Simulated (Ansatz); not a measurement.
Consider NiOsC$_{6}$N$_{6}$.

The calculation's input:

```
crystal:
  lattice:
    - [0.0, 5.081307477, 5.081307477]
    - [5.081307477, 0.0, 5.081307477]
    - [5.081307477, 5.081307477, 0.0]
  atoms:
    - { symbol: Ni, position: [0.5, 0.5, 0.5], spin: 0.37 }
    - { symbol: Os, position: [0.0, 0.0, 0.0] }
    - { symbol: C, position: [0.8007752096, 0.1992247904, 0.1992247904] }
    - { symbol: C, position: [0.1992247904, 0.8007752096, 0.1992247904] }
    - { symbol: C, position: [0.1992247904, 0.1992247904, 0.8007752096] }
    - { symbol: C, position: [0.1992247904, 0.8007752096, 0.8007752096] }
    - { symbol: C, position: [0.8007752096, 0.1992247904, 0.8007752096] }
    - { symbol: C, position: [0.8007752096, 0.8007752096, 0.1992247904] }
    - { symbol: "N", position: [0.6857902969, 0.3142097031, 0.3142097031] }
    - { symbol: "N", position: [0.3142097031, 0.6857902969, 0.3142097031] }
    - { symbol: "N", position: [0.3142097031, 0.3142097031, 0.6857902969] }
    - { symbol: "N", position: [0.3142097031, 0.6857902969, 0.6857902969] }
    - { symbol: "N", position: [0.6857902969, 0.3142097031, 0.6857902969] }
    - { symbol: "N", position: [0.6857902969, 0.6857902969, 0.3142097031] }
basis:
  ecutwfc: 420
kpoints:
  mp_grid: { grid: [6, 6, 6] }
hamiltonian:
  xc: pbe
scf:
  occupations: { method: gaussian, width: 0.1 }
output:
  forces: true
  stress: true
  eigenvalues: true
  populations: true
  write_density: true
  write_potential: true
  elf: true
  volumetric_format: npy
magnetization:
  spin_polarized: true
relax:
  adjacent_minimum: "off"
  f_tol: 0.01
  max_steps: 80
  cell: { stress_tol: 0.05 }
```

Run with:

```sh
ansatz run input.yaml --threads 1 --pin off --max-ram 2560MiB --backend cpu --events-out ev --progress --plain --runs-dir out
```

Below, planes, directions and counts refer to the conventional cell (a = 10.18 Å, b = 10.18 Å, c = 10.18 Å, α = 90.00°, β = 90.00°, γ = 90.00°).

The fields are those of the run's last geometry, not of the input's.

Space group Fm-3m; a structure generated by program, which may or may not match a known phase; spin-polarised.

Method: DFT PBE, scalar-relativistic, plane waves, PAW (Ansatz 0.2.0).

> Predict the valence pseudo-density, electron localisation function and spin density between the atoms.

C–N (1.17 Å): ρ at the midpoint is about 3.4 e/Å³; the ELF peaks at about 0.85 between the atoms.
Ni–N (1.89 Å): the density is about 0.79 e/Å³ at the midpoint; the ELF peaks at about 0.90 in the valence shell of N, 0.6 Å from its nucleus, and is about 0.35 at the midpoint.
Os–C (2.03 Å): ρ is about 0.9 e/Å³ halfway; the ELF peaks at about 0.90 in the valence shell of C, 0.6 Å from its nucleus, and is about 0.25 at the midpoint.
The spin density sits on Ni: +0.4 μB (×4) in one cell of 56 atoms, with smaller moments on other sites: Os (up to +0.19 μB): parallel main moments (a ferromagnetic arrangement) in this solution. The cell of the calculation (14 atoms) carries 1.0 μB of net spin moment.

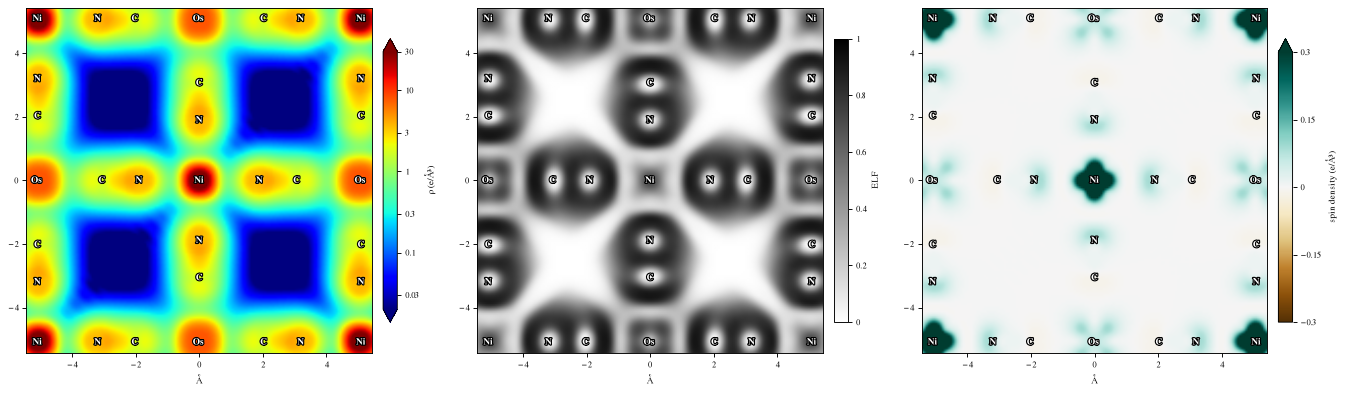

Computed valence pseudo-density, electron localisation function and spin density on the (001) plane of the conventional cell, in this order. 

In a PAW calculation such maps are meaningful between the atoms, not at the nuclei.
